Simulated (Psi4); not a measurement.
Run report: SnCl$_{2}$, geometry relaxation (part 1 of 2)

- system: SnCl$_{2}$, SMILES [Cl][Sn][Cl]
- method: PBEh-3c/def2-mSVP, RKS, core potentials def2 (Psi4 1.11)

The geometry comes from this level: PBE0-D4/def2-TZVP.

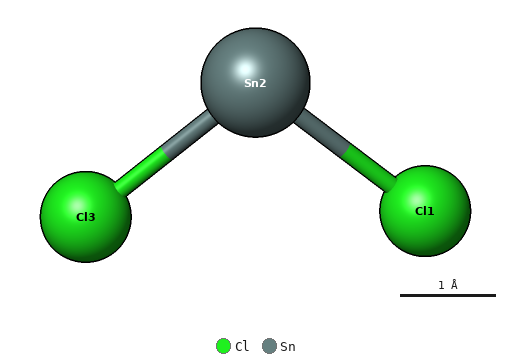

*The starting structure (ball-and-stick view, seen at a tilt; atoms are numbered from 1 in the order of the input). Sticks mark near contacts.*

Bond lengths as drawn: Cl–Sn 2.36 Å.

## Key numbers

| quantity | value |
| --- | --- |
| outcome | converged |
| total energy | −1133.843426 hartree |
| dispersion energy | −0.001277 hartree |
| basis functions | 62 |
| HOMO | −8.74 eV |
| LUMO | −2.73 eV |
| dipole moment | 3.36 D |
| hardware | 1 thread of Intel Xeon @ 2.50GHz (Skylake/Cascade Lake), 12 GiB of memory available, shared host |
| wall time | 14 s |
| peak memory | 0.35 GiB |

## Input file (job.py)
```python
import psi4

psi4.set_memory('1600 MB')
psi4.set_num_threads(1)
psi4.set_output_file('psi4.out', False)

with open('cl2sn.xyz') as f:
    atoms = ''.join(f.readlines()[2:])
molecule = psi4.geometry('0 1\n' + atoms + '')

psi4.set_options(dict(geom_maxiter=60))

e_tot = psi4.optimize("pbeh-3c")
print(f'pbeh-3c energy: {e_tot:.10f} Eh')
molecule.save_xyz_file('final.xyz', False)
```

## File cl2sn.xyz
```
3
Cl2Sn
Cl     1.154200     1.220700     0.756000
Sn    -0.796900     0.518900    -0.376600
Cl    -0.368200    -1.804500    -0.392600
```

Command:
```bash
python job.py
```

## What the program printed
```
Psi4 1.11 release

gradient() will perform analytic gradient computation.

   => Loading Basis Set <=

    Name: DEF2-MSVP
    Role: ORBITAL
    Keyword: BASIS

    !!!  WARNING: ECP capability is in beta. Please check occupations closely.  !!!

   => PBEH3C: Empirical Dispersion <=

        s6 =       1.000000
        s8 =       0.000000
        a1 =       0.486000
        a2 =       4.500000

         ---------------------------------------------------------
                                   SCF
                              RKS Reference
                        1 Threads,   1525 MiB Core
         ---------------------------------------------------------

  ==> Geometry <==

    Molecular point group: cs
    Full point group: Cs

    Geometry (in Angstrom), charge = 0, multiplicity = 1:

       Center              X                  Y                   Z               Mass
    ------------   -----------------  -----------------  -----------------  -----------------
         CL           1.771640920976     1.004910468349     0.000000000000    34.968852682000
         SN          -0.483403132348     0.300017903792     0.000000000000   119.902201630000
         CL          -0.114134443129    -2.033620432618     0.000000000000    34.968852682000

  Running in cs symmetry.

  Rotational constants: A =      0.16002  B =      0.07539  C =      0.05125 [cm^-1]
  Rotational constants: A =   4797.17458  B =   2260.14019  C =   1536.31904 [MHz]
  Nuclear repulsion =  210.297974598311555

  Charge       = 0
  Multiplicity = 1
  Electrons    = 56
  Nalpha       = 28
  Nbeta        = 28

  ==> Algorithm <==

  SCF Algorithm Type is DF.
  DIIS enabled.
  MOM disabled.
  Fractional occupation disabled.
  Guess Type is SAD.
  Energy threshold   = 1.00e-08
  Density threshold  = 1.00e-08
  Integral threshold = 1.00e-12

  ==> Primary Basis <==

  Basis Set: DEF2-MSVP
    Blend: DEF2-MSVP
    Number of shells: 26
    Number of basis functions: 62
    Number of Cartesian functions: 66
    Spherical Harmonics?: true
    Max angular momentum: 2

  Core potential: DEF2-MSVP
    Number of shells: 4
    Number of ECP primitives: 18
    Number of ECP core electrons: 28
    Max angular momentum: 3

  ==> DFT Potential <==

   => LibXC <=

    Version 7.1.2

   => Composite Functional: PBEH3C <=

    PBE Hybrid based 3C composite method with a small basis set, gCP and D3(BJ)

    Deriv               =              1
    GGA                 =           TRUE
    Meta                =          FALSE

    Exchange Hybrid     =           TRUE
    MP2 Hybrid          =          FALSE

   => Exchange Functionals <=

    0.5800     XC_GGA_X_PBE

   => Exact (HF) Exchange <=

    0.4200               HF

   => Correlation Functionals <=

    1.0000     XC_GGA_C_PBE

   => LibXC Density Thresholds  <==

    XC_GGA_C_PBE:  1.00E-12
    XC_GGA_X_PBE:  1.00E-15

   => Molecular Quadrature <=

    Radial Scheme          =       TREUTLER
    Pruning Scheme         =           NONE
    Nuclear Scheme         =       TREUTLER

    Blocking Scheme        =         OCTREE
    BS radius alpha        =              1
    Pruning alpha          =              1
    Radial Points          =             75
    Spherical Points       =            302
    Total Points           =          63117
    Total Blocks           =            559
    Max Points             =            256
    Max Functions          =             60
    Weights Tolerance      =       1.00E-15

   => Loading Basis Set <=

    Name: (DEF2-MSVP AUX)
    Role: JKFIT
    Keyword: DF_BASIS_SCF

  ==> Integral Setup <==

  DFHelper Memory: AOs need 0.016 GiB; user supplied 1.033 GiB.
  SCF_SUBTYPE=INCORE selected. In-core MEM_DF algorithm will be used.
  Using in-core AOs.

  ==> MemDFJK: Density-Fitted J/K Matrices <==

    J tasked:                   Yes
    K tasked:                   Yes
    wK tasked:                   No
    Memory [MiB]:              1057
    Algorithm:                 Core
    Schwarz Cutoff:           1E-12
    Mask sparsity (%):       2.3413
    Fitting Condition:        1E-10

   => Auxiliary Basis Set <=

  Basis Set: (DEF2-MSVP AUX)
    Blend: DEF2-UNIVERSAL-JKFIT
    Number of shells: 122
    Number of basis functions: 474
    Number of Cartesian functions: 619
    Spherical Harmonics?: true
    Max angular momentum: 5

  Cached 100.0% of DFT collocation blocks in 0.085 [GiB].

  Minimum eigenvalue in the overlap matrix is 2.8770825823E-02.
  Reciprocal condition number of the overlap matrix is 8.8282717083E-03.
    Using symmetric orthogonalization.

  ==> Pre-Iterations <==

  SCF Guess: Superposition of Atomic Densities via on-the-fly atomic UHF (no occupation information).

   -------------------------
    Irrep   Nso     Nmo
   -------------------------
     A'        44      44
     A"        18      18
   -------------------------
    Total      62      62
   -------------------------

  ==> Iterations <==

                           Total Energy        Delta E     RMS |[F,P]|

   @DF-RKS iter SAD: -1132.41937583689901   -1.13242e+03   0.00000e+00
   @DF-RKS iter   1: -1133.79308151096961   -1.37371e+00   6.54091e-03 DIIS/ADIIS
   @DF-RKS iter   2: -1133.81874855675892   -2.56670e-02   4.57007e-03 DIIS/ADIIS
   @DF-RKS iter   3: -1133.84234838161387   -2.35998e-02   8.83069e-04 DIIS/ADIIS
   @DF-RKS iter   4: -1133.84334846161323   -1.00008e-03   1.22477e-04 DIIS/ADIIS
   @DF-RKS iter   5: -1133.84337270386709   -2.42423e-05   3.12005e-05 DIIS
   @DF-RKS iter   6: -1133.84337420231464   -1.49845e-06   4.02031e-06 DIIS
   @DF-RKS iter   7: -1133.84337425040871   -4.80941e-08   9.01512e-07 DIIS
   @DF-RKS iter   8: -1133.84337425197509   -1.56638e-09   1.83670e-07 DIIS
   @DF-RKS iter   9: -1133.84337425207491   -9.98170e-11   4.73936e-08 DIIS
   @DF-RKS iter  10: -1133.84337425208037   -5.45697e-12   5.70039e-09 DIIS
  Energy and wave function converged.

  ==> Post-Iterations <==

   Electrons on quadrature grid:
      Ntotal   =   56.0000063602 ; deviation = 6.360e-06

    Orbital Energies [Eh]
    ---------------------

    Doubly Occupied:

       1Ap  -102.282047     2Ap  -102.282006     3Ap    -9.748850
       4Ap    -9.748834     5Ap    -7.433557     6Ap    -7.433551
       1App   -7.430118     2App   -7.430111     7Ap    -7.429010
       8Ap    -7.429001     9Ap    -5.367641     3App   -3.671530
      10Ap    -3.666387    11Ap    -3.663388    12Ap    -1.170550
       4App   -1.167407    13Ap    -1.166750     5App   -1.164570
      14Ap    -1.159917    15Ap    -0.890338    16Ap    -0.871098
      17Ap    -0.541391    18Ap    -0.415692    19Ap    -0.386336
       6App   -0.382214     7App   -0.362142    20Ap    -0.352406
      21Ap    -0.320524

    Virtual:

       8App   -0.099118    22Ap    -0.009089    23Ap     0.003181
      24Ap     0.152155    25Ap     0.233542    26Ap     0.234316
       9App    0.237738    10App    0.333146    11App    0.340393
      27Ap     0.344257    28Ap     0.410040    29Ap     0.488183
      30Ap     0.636912    31Ap     0.699545    32Ap     0.833043
      12App    0.845690    13App    0.846435    33Ap     0.847463
      34Ap     0.850239    14App    0.871522    15App    0.873836
      35Ap     0.881662    36Ap     0.885625    37Ap     0.946975
      16App    0.995077    38Ap     1.021814    17App    1.031627
      39Ap     1.065783    40Ap     1.289381    41Ap     1.311025
      18App   14.466646    42Ap    14.780879    43Ap    14.975086
      44Ap    51.749173

    Final Occupation by Irrep:
             Ap   App
    DOCC [    21,    7 ]
    NA   [    21,    7 ]
    NB   [    21,    7 ]

  @DF-RKS Final Energy: -1133.84337425208037

   => Energetics <=

    Nuclear Repulsion Energy =            210.2979745983115549
    One-Electron Energy =               -2067.1245733782834577
    Two-Electron Energy =                 766.5930434313979731
    DFT Exchange-Correlation Energy =     -43.6104383290853477
    Empirical Dispersion Energy =           0.0006194255785657
    VV10 Nonlocal Energy =                  0.0000000000000000
    Total Energy =                      -1133.8433742520805936

Computation Completed

Properties will be evaluated at   0.000000,   0.000000,   0.000000 [a0]

Properties computed using the SCF density matrix

 Multipole Moments:

 ------------------------------------------------------------------------------------
     Multipole            Electronic (a.u.)      Nuclear  (a.u.)        Total (a.u.)
 ------------------------------------------------------------------------------------

 L = 1.  Multiply by 2.5417464519 to convert [e a0] to [Debye]
 Dipole X            :        -34.2530678           33.1509764           -1.1020914
 Dipole Y            :         21.2587778          -20.5747249            0.6840529
 Dipole Z            :          0.0000000            0.0000000            0.0000000
 Magnitude           :                                                    1.2971252

 ------------------------------------------------------------------------------------

	total time  =          5 seconds =       0.08 minutes

         ------------------------------------------------------------
                                   SCF GRAD
         ------------------------------------------------------------

  ==> Geometry <==

    Molecular point group: cs
    Full point group: Cs

    Geometry (in Angstrom), charge = 0, multiplicity = 1:

       Center              X                  Y                   Z               Mass
    ------------   -----------------  -----------------  -----------------  -----------------
         CL           1.771640920976     1.004910468349     0.000000000000    34.968852682000
         SN          -0.483403132348     0.300017903792     0.000000000000   119.902201630000
         CL          -0.114134443129    -2.033620432618     0.000000000000    34.968852682000

  Nuclear repulsion =  210.297974598311555

  ==> Basis Set <==

  Basis Set: DEF2-MSVP
    Blend: DEF2-MSVP
    Number of shells: 26
    Number of basis functions: 62
    Number of Cartesian functions: 66
    Spherical Harmonics?: true
    Max angular momentum: 2

  Core potential: DEF2-MSVP
    Number of shells: 4
    Number of ECP primitives: 18
    Number of ECP core electrons: 28
    Max angular momentum: 3

  ==> DFJKGrad: Density-Fitted SCF Gradients <==

    Gradient:                    1
    J tasked:                  Yes
    K tasked:                  Yes
    wK tasked:                  No
    Integrals threads:           1
    Memory [MiB]:             1144
    Schwarz Cutoff:          1E-12
    Fitting Condition:       1E-10

   => Auxiliary Basis Set <=

  Basis Set: (DEF2-MSVP AUX)
    Blend: DEF2-UNIVERSAL-JKFIT
    Number of shells: 122
    Number of basis functions: 474
    Number of Cartesian functions: 619
    Spherical Harmonics?: true
    Max angular momentum: 5

   => Molecular Quadrature <=

    Radial Scheme          =       TREUTLER
    Pruning Scheme         =           NONE
    Nuclear Scheme         =       TREUTLER

    Blocking Scheme        =         OCTREE
    BS radius alpha        =              1
    Pruning alpha          =              1
    Radial Points          =             75
    Spherical Points       =            302
    Total Points           =          63117
    Total Blocks           =            559
    Max Points             =            256
    Max Functions          =             60
    Weights Tolerance      =       1.00E-15

  -Total Gradient:
     Atom            X                  Y                   Z
    ------   -----------------  -----------------  -----------------
       1       -0.002723355880    -0.001063674670     0.000000000000
       2        0.003037182062    -0.001878622895     0.000000000000
       3       -0.000254417119     0.002905369700     0.000000000000

	total time  =          1 seconds =       0.02 minutes

    			-----------------------------------------

    			 OPTKING 3.0: for geometry optimizations

    			        with contributions from

    			-----------------------------------------

	                            ===> Fragment 1 <==

	 Z (Atomic Numbers)          Masses                          Geom
	      17.000000            34.968853          3.34791613  1.89900557  0.00000000
	      50.000000            119.902202        -0.91349953  0.56695167  0.00000000
	      17.000000            34.968853         -0.21568284 -3.84298566  0.00000000

	 - Coordinate -           - BOHR/RAD -       - ANG/DEG -
	 R(1,2)           =         4.464754           2.362646
	 R(2,3)           =         4.464806           2.362674
	 B(1,2,3)         =         1.716822          98.366676

	        --- Internal Coordinate Step in ANG or DEG, aJ/ANG or AJ/DEG ---
	-------------------------------------------------------------------------------
	           Coordinate      Previous         Force          Change          New
	           ----------      --------        ------          ------        ------
	               R(1,2)       2.36265        0.02415        0.01231       2.37495
	               R(2,3)       2.36267        0.02410        0.01228       2.37495
	             B(1,2,3)      98.36668        0.00006        0.18931      98.55599
	-------------------------------------------------------------------------------

	                                 ==> Convergence Check <==

	Measures of convergence in internal coordinates in au.

	Criteria marked as inactive (o), active & met (*), and active & unmet ( ).

	----------------------------------------------------------------------------------------------~
	   Step    Total Energy     Delta E     Max Force     RMS Force      Max Disp      RMS Disp   ~
	----------------------------------------------------------------------------------------------~
	  Convergence Criteria     1.00e-06 *    3.00e-04 *             o    1.20e-03 *             o~
	----------------------------------------------------------------------------------------------~
	     1   -1133.84337425   -1.13e+03      2.93e-03      2.44e-03 o    2.33e-02      1.91e-02 o  ~
	----------------------------------------------------------------------------------------------

Next Geometry in Ang
	Fragment 1 (Ang)

	   Cl   1.7793371522   1.0141029209   0.0000000000
	   Sn  -0.4862760005   0.3017887003   0.0000000000
	   Cl  -0.1189578062  -2.0445836817   0.0000000000

    Structure for next step:
    Molecular point group: cs
    Full point group: Cs

    Geometry (in Angstrom), charge = 0, multiplicity = 1:

    CL           1.780622457918     1.013310676153     0.000000000000
    SN          -0.484990694803     0.300996455488     0.000000000000
    CL          -0.117672500544    -2.045375926449     0.000000000000

gradient() will perform analytic gradient computation.

  ==> Geometry <==

    Molecular point group: cs
    Full point group: Cs

    Geometry (in Angstrom), charge = 0, multiplicity = 1:

       Center              X                  Y                   Z               Mass
    ------------   -----------------  -----------------  -----------------  -----------------
         CL           1.780622457918     1.013310676153     0.000000000000    34.968852682000
         SN          -0.484990694803     0.300996455488     0.000000000000   119.902201630000
         CL          -0.117672500544    -2.045375926449     0.000000000000    34.968852682000

  Running in cs symmetry.

  Rotational constants: A =      0.15897  B =      0.07440  C =      0.05068 [cm^-1]
  Rotational constants: A =   4765.87938  B =   2230.44434  C =   1519.37348 [MHz]
  Nuclear repulsion =  209.149104135169409

  Charge       = 0
  Multiplicity = 1
  Electrons    = 56
  Nalpha       = 28
  Nbeta        = 28

  ==> Algorithm <==

  SCF Algorithm Type is DF.
  DIIS enabled.
  MOM disabled.
  Fractional occupation disabled.
  Guess Type is READ.
  Energy threshold   = 1.00e-08
  Density threshold  = 1.00e-08
  Integral threshold = 1.00e-12

   => Molecular Quadrature <=

    Radial Scheme          =       TREUTLER
    Pruning Scheme         =           NONE
    Nuclear Scheme         =       TREUTLER

    Blocking Scheme        =         OCTREE
    BS radius alpha        =              1
    Pruning alpha          =              1
    Radial Points          =             75
    Spherical Points       =            302
    Total Points           =          63117
    Total Blocks           =            562
    Max Points             =            255
    Max Functions          =             60
    Weights Tolerance      =       1.00E-15

   => Loading Basis Set <=

    Name: DEF2-MSVP
    Role: ORBITAL
    Keyword: BASIS

    !!!  WARNING: ECP capability is in beta. Please check occupations closely.  !!!

  Reading orbitals from file scr/psi4.default.6183.180.npy, no projection.

  ==> MemDFJK: Density-Fitted J/K Matrices <==
```
